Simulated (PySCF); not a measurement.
# One shape, several levels: C2H5FOSi (SMILES O[SiH2]/C=C/F)

Aim: a comparison of 5 runs (HF/3-21G, wB97X/6-31G, B3LYP/6-31G*, PBE0/def2-SVP, SVWN5/def2-SVPD) of C2H5FOSi. Input form: a Python script.

The calculation is run with PySCF 2.14.0.

## (1) The molecule

C2H5FOSi: 10 atoms, total charge 0, spin state singlet. SMILES: `O[SiH2]/C=C/F`. Geometry: relaxed at GFN2-xTB. This is one conformer, not always the lowest.

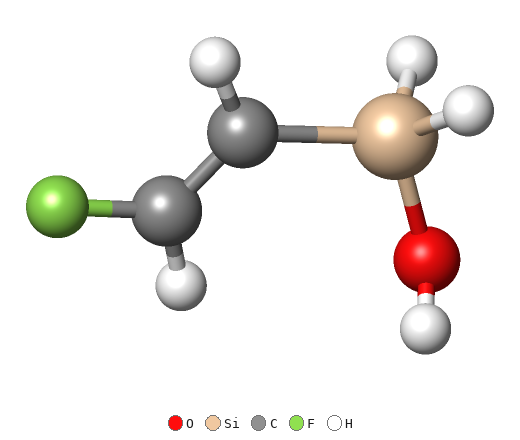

Viewed from a chosen angle; oxygen red, silicon light orange, carbon grey, fluorine green, hydrogen white.

## (2) Energy and forces at HF/3-21G (run 1)

File input.py:

```python
import pyscf.grad
from pyscf import gto

mol = gto.M(
    atom='''
O     -1.513560    -0.997610    -0.713020
Si    -0.423000    -1.061890     0.488490
C      0.741190     0.417290     0.444810
C      0.830910     1.236690    -0.583270
F      1.679280     2.284880    -0.610220
H     -2.153930    -0.296050    -0.793060
H      0.274240    -2.301250     0.178090
H     -1.083040    -1.060750     1.797000
H      1.388180     0.603150     1.289950
H      0.259730     1.175540    -1.498770
''',
    verbose=4,
    basis='3-21g',
    max_memory=1860,
)

mf = mol.RHF()
mf.conv_tol = 1e-10
mf.kernel()
if not mf.converged:
    mf = mf.newton().run(mf.mo_coeff, mf.mo_occ)

e_final = mf.e_tot
print('E = %.10f Eh' % e_final)
grad = mf.Gradients().kernel()
dip = mf.dip_moment()
pop, q = mf.mulliken_pop()
```

On the command line:

```console
$ OMP_NUM_THREADS=1 python input.py
```

Standard output:

```text
PySCF version 2.14.0

[... 66 lines left out ...]
converged SCF energy = -538.971610232981
[... 12 lines left out ...]
Dipole moment(X, Y, Z, Debye): -1.38601,  0.47388,  0.68070
[... 31 lines left out ...]
pop of  2 C 3pz           0.46028
pop of  3 C 1s            1.98664
pop of  3 C 2s            0.41878
pop of  3 C 3s            0.79427
pop of  3 C 2px           0.43252
pop of  3 C 2py           0.45949
pop of  3 C 2pz           0.62303
pop of  3 C 3px           0.36963
pop of  3 C 3py           0.24864
pop of  3 C 3pz           0.43184
pop of  4 F 1s            1.98527
pop of  4 F 2s            0.44566
pop of  4 F 3s            1.56078
pop of  4 F 2px           0.80147
pop of  4 F 2py           0.75173
pop of  4 F 2pz           0.90451
pop of  4 F 3px           0.97433
pop of  4 F 3py           0.94459
pop of  4 F 3pz           1.02266
pop of  5 H 1s            0.41882
pop of  5 H 2s            0.17370
pop of  6 H 1s            0.44293
pop of  6 H 2s            0.78767
pop of  7 H 1s            0.44161
pop of  7 H 2s            0.81564
pop of  8 H 1s            0.45809
pop of  8 H 2s            0.28363
pop of  9 H 1s            0.48526
pop of  9 H 2s            0.28112
 ** Mulliken atomic charges  **
charge of    0O =     -0.87842
charge of    1Si =      1.46445
charge of    2C =     -0.84172
charge of    3C =      0.23517
charge of    4F =     -0.39100
charge of    5H =      0.40747
charge of    6H =     -0.23060
charge of    7H =     -0.25725
charge of    8H =      0.25828
charge of    9H =      0.23362
```

Run time: 2.1 s. Hardware: 1 thread of Intel Xeon at 2.70GHz, shared host; peak memory 0.13 GiB.

## (3) Energy and forces at wB97X/6-31G (run 2)

File run.py:

```python
from pyscf import gto, dft

molecule = gto.M(
    atom=[
    ('O', (-1.513560, -0.997610, -0.713020)),
    ('Si', (-0.423000, -1.061890, 0.488490)),
    ('C', (0.741190, 0.417290, 0.444810)),
    ('C', (0.830910, 1.236690, -0.583270)),
    ('F', (1.679280, 2.284880, -0.610220)),
    ('H', (-2.153930, -0.296050, -0.793060)),
    ('H', (0.274240, -2.301250, 0.178090)),
    ('H', (-1.083040, -1.060750, 1.797000)),
    ('H', (1.388180, 0.603150, 1.289950)),
    ('H', (0.259730, 1.175540, -1.498770)),
],
    charge=0,
    verbose=4,
    basis='6-31g',
    max_memory=1860,
    spin=0,
)

calc0 = dft.RKS(molecule, xc='wb97x')
calc0.conv_tol = 1e-10
calc0.grids.level = 5
calc0.kernel()
if not calc0.converged:
    calc0 = calc0.newton().run(calc0.mo_coeff, calc0.mo_occ)

etot = calc0.e_tot
print('E(%s) = %.9f' % ('WB97X', etot))
grad = calc0.nuc_grad_method().kernel()
calc0.analyze()
```

On the command line:

```console
$ OMP_NUM_THREADS=1 python run.py
```

Standard output:

```text
PySCF version 2.14.0

[... 98 lines left out ...]
Two-electron Coulomb Energy =          473.181547770457655
[... 7 lines left out ...]
MO #5   energy= -10.2714544889424  occ= 2
[... 5 lines left out ...]
MO #11  energy= -1.1467844640037   occ= 2
[... 5 lines left out ...]
MO #17  energy= -0.56958748846116  occ= 2
[... 5 lines left out ...]
MO #23  energy= -0.406623505315121 occ= 2
[... 5 lines left out ...]
MO #29  energy= 0.199079021969236  occ= 0
[... 5 lines left out ...]
MO #35  energy= 0.337173161789658  occ= 0
[... 5 lines left out ...]
MO #41  energy= 0.719434108136984  occ= 0
[... 5 lines left out ...]
MO #47  energy= 1.03053082374987   occ= 0
[... 5 lines left out ...]
MO #53  energy= 1.24485404298161   occ= 0
[... 5 lines left out ...]
MO #59  energy= 2.20489153736372   occ= 0
[... 33 lines left out ...]
pop of  3 C 1s            1.99990
pop of  3 C 2s            0.96739
pop of  3 C 3s            0.00885
pop of  3 C 2px           0.89216
pop of  3 C 2py           0.83561
pop of  3 C 2pz           1.10276
pop of  3 C 3px           0.00758
pop of  3 C 3py           0.01353
pop of  3 C 3pz           0.01233
pop of  4 F 1s            1.99997
pop of  4 F 2s            1.84022
pop of  4 F 3s            0.00345
pop of  4 F 2px           1.76315
pop of  4 F 2py           1.67932
pop of  4 F 2pz           1.95936
pop of  4 F 3px           0.00114
pop of  4 F 3py           0.00094
pop of  4 F 3pz           0.00225
pop of  5 H 1s            0.65476
pop of  5 H 2s            0.01589
pop of  6 H 1s            1.06816
pop of  6 H 2s            0.00341
pop of  7 H 1s            1.09324
pop of  7 H 2s            0.00366
pop of  8 H 1s            0.84953
pop of  8 H 2s            0.00911
pop of  9 H 1s            0.86004
pop of  9 H 2s            0.01153
 ** Mulliken atomic charges  **
charge of    0O =     -0.71626
charge of    1Si =      0.78679
charge of    2C =     -0.41131
charge of    3C =      0.15988
charge of    4F =     -0.24979
charge of    5H =      0.32936
charge of    6H =     -0.07157
charge of    7H =     -0.09689
charge of    8H =      0.14136
charge of    9H =      0.12843
Dipole moment(X, Y, Z, Debye): -1.14031,  0.48242,  0.93294
```

It took 35 s on 1 thread of Intel Xeon at 2.70GHz, shared host; peak memory 0.6 GiB.

Runs 3 to 4 aren't shown in full; the table further down has their settings and results.

## (4) Energy and gradient at SVWN5/def2-SVPD (run 5)

File input.py:

```python
# O[SiH2]/C=C/F
import pyscf.grad
from pyscf import gto, dft

mol = gto.Mole()
mol.atom = '''
O     -2.860214    -1.885210    -1.347413
Si    -0.799354    -2.006681     0.923112
C      1.400646     0.788564     0.840569
C      1.570192     2.337005    -1.102221
F      3.173379     4.317797    -1.153149
H     -4.070338    -0.559453    -1.498666
H      0.518238    -4.348732     0.336541
H     -2.046649    -2.004527     3.395838
H      2.623280     1.139788     2.437652
H      0.490819     2.221449    -2.832265
'''
mol.charge = 0
mol.verbose = 4
mol.spin = 0
mol.max_memory = 1860
mol.unit = 'bohr'
mol.basis = 'def2-svpd'
mol.build()

myscf = dft.RKS(mol, xc='svwn')
myscf.conv_tol = 1e-10
myscf.grids.level = 5
myscf.kernel()
if not myscf.converged:
    myscf = myscf.newton().run(myscf.mo_coeff, myscf.mo_occ)

e_final = myscf.e_tot
print('E(%s) = %.9f' % ('SVWN5', e_final))
grad = myscf.Gradients().kernel()
dip = myscf.dip_moment()
pop, q = myscf.mulliken_pop()
```

On the command line:

```console
$ OMP_NUM_THREADS=1 python input.py
```

Standard output:

```text
PySCF version 2.14.0

[... 84 lines left out ...]
converged SCF energy = -540.467859175789
[... 13 lines left out ...]
Dipole moment(X, Y, Z, Debye): -1.15114,  0.22826,  0.40362
[... 122 lines left out ...]
pop of  6 H 2py           0.00506
pop of  6 H 2pz           0.00094
pop of  6 H 3px          -0.00085
pop of  6 H 3py           0.00196
pop of  6 H 3pz          -0.00056
pop of  7 H 1s            0.72262
pop of  7 H 2s            0.12054
pop of  7 H 2px           0.00171
pop of  7 H 2py           0.00093
pop of  7 H 2pz           0.00538
pop of  7 H 3px          -0.00984
pop of  7 H 3py           0.00265
pop of  7 H 3pz          -0.01123
pop of  8 H 1s            0.72528
pop of  8 H 2s            0.41390
pop of  8 H 2px           0.00788
pop of  8 H 2py           0.00528
pop of  8 H 2pz           0.01007
pop of  8 H 3px           0.00721
pop of  8 H 3py          -0.00756
pop of  8 H 3pz           0.00642
pop of  9 H 1s            0.74063
pop of  9 H 2s            0.42367
pop of  9 H 2px           0.00675
pop of  9 H 2py           0.00323
pop of  9 H 2pz           0.01089
pop of  9 H 3px           0.01329
pop of  9 H 3py          -0.00918
pop of  9 H 3pz          -0.00221
 ** Mulliken atomic charges  **
charge of    0O =     -0.48841
charge of    1Si =      0.08422
charge of    2C =      0.08767
charge of    3C =      0.54454
charge of    4F =     -0.36378
charge of    5H =      0.14649
charge of    6H =      0.17758
charge of    7H =      0.16724
charge of    8H =     -0.16848
charge of    9H =     -0.18706
```

Run time: 49 s. Hardware: 1 thread of Intel Xeon at 2.70GHz, shared host; peak memory 1.1 GiB.

## (5) Overview of the runs

```tsv
run	level	integration grid	energy (Eh)	dipole moment (D)	HOMO energy (eV)	LUMO energy (eV)	wall time
1	HF/3-21G	–	-538.971610	1.62	-10.51	3.89	2.1 s
2	wB97X/6-31G	5	-543.573783	1.55	-10.09	2.14	35 s
3	B3LYP/6-31G* (spherical functions)	5	-543.773618	1.33	-7.22	-0.06	34 s
4	PBE0/def2-SVP	5	-543.107422	1.36	-7.73	-0.12	40 s
5	SVWN5/def2-SVPD	5	-540.467859	1.24	-6.84	-1.65	49 s
```

## (6) Outcome

```
                       quantity          value
            run 5: total energy  -540.46786 Eh
           run 5: dipole moment         1.24 D
             run 5: HOMO energy       -6.84 eV
             run 5: LUMO energy       -1.65 eV
           run 5: HOMO–LUMO gap        5.19 eV
run 5: largest force on an atom     1.601 eV/Å
```

What this shows: The dipole moment (its size) runs from 1.24 D (SVWN5/def2-SVPD) to 1.62 D (HF/3-21G). The two ends differ in method and basis. The HOMO–LUMO gap runs from 5.19 eV (SVWN5/def2-SVPD) to 14.39 eV (HF/3-21G). Totals of different functionals can't be ranked against each other. All runs together took 2.7 min, the longest 49 s.
